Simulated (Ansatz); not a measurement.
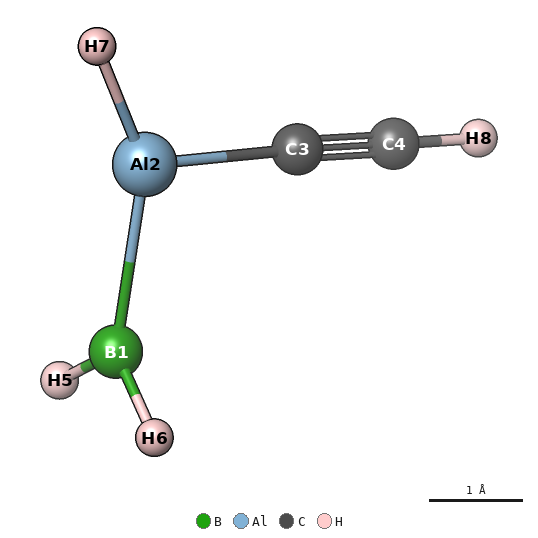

(Drawn from a calculation with Ansatz.)

Orthographic view. Depth is shown by fading: the farther an atom, the more it takes the colour of the background. Geometry: moved along internal coordinates away from the minimum.

Write a Z-matrix (Å, degrees) in the order of the atom numbers, with these reference atoms: 2 to 1; 3 to 2, 1; 4 to 3, 1, 2; 5 to 1, 2, 3; 6 to 1, 5, 2; 7 to 2, 3, 1; 8 to 4, 1, 6.

```
B  
Al   1   2.116
C    2   1.913   1    94.1
C    3   1.212   1   132.2   2   180.0
H    1   1.200   2   122.7   3   -90.0
H    1   1.200   5   114.6   2   180.0
H    2   1.588   3   117.7   1   180.0
H    4   1.067   1   146.0   6    62.6
```
